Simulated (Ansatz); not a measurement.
Input file:

```
crystal:
  periodic: [false, false, false]
  atoms:
    - { symbol: Sn, position_ang: [0.0, 0.0, 0.0] }
    - { symbol: C, position_ang: [1.4021, 0.0, 1.8859] }
    - { symbol: H, position_ang: [0.4025, -0.3092, 2.2564] }
    - { symbol: H, position_ang: [2.1697, -0.7111, 2.2564] }
    - { symbol: H, position_ang: [1.6341, 1.0203, 2.2564] }
    - { symbol: H, position_ang: [1.889, 0.0, 0.442] }
    - { symbol: H, position_ang: [-0.8195, 1.4198, -0.5794] }
    - { symbol: Cl, position_ang: [-1.1351, -1.9666, -0.8025] }
basis:
  gaussian: { orbitals: def2-SVP }
hamiltonian:
  xc: pbe
relax:
  f_tol: 0.15
  max_steps: 25
  restrain:
    - { distance: [1, 5], at: 1.11, k: 30.0 }
    - { distance: [0, 1], at: 3.35, k: 30.0 }
    - { distance: [0, 5], at: 2.94, k: 30.0 }
output:
  orbitals: {}
```

Run with:

```sh
ansatz run input.yaml --threads 1 --pin off --max-ram 2048MiB --backend cpu --events-out ev --progress --plain --runs-dir out
```

The fields are those of the run's last geometry, not of the input's.

Core potentials replace the inner electrons of Sn.

Method: Ansatz 0.2.0, RKS PBE/def2-SVP.

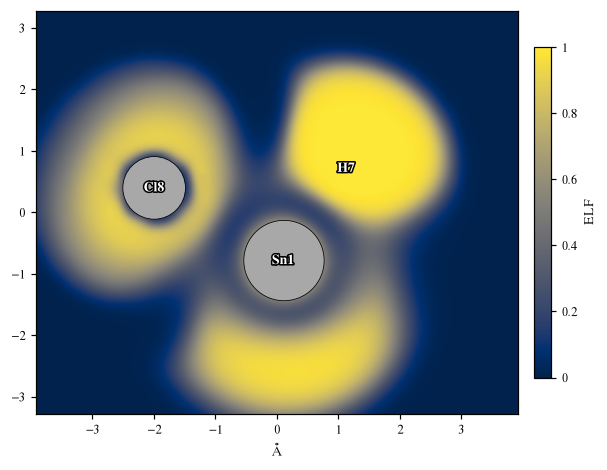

ClHSn···CH₄. Electron localisation function on the plane of atoms H7, Sn1 and Cl8. Grey discs cover the atomic cores.

Q: Describe what can be read from this map.

A: Atoms in the plane: Sn, H and Cl.
Sn–Cl (2.42 Å): the ELF peaks at about 0.80 in the valence shell of Cl, 0.8 Å from its nucleus, and drops to about 0.15 between the two atoms.
Sn–H (1.80 Å): the ELF climbs to about 1 towards the hydrogen.
The ELF also peaks beside Cl8, away from the bonds: lone-pair regions.
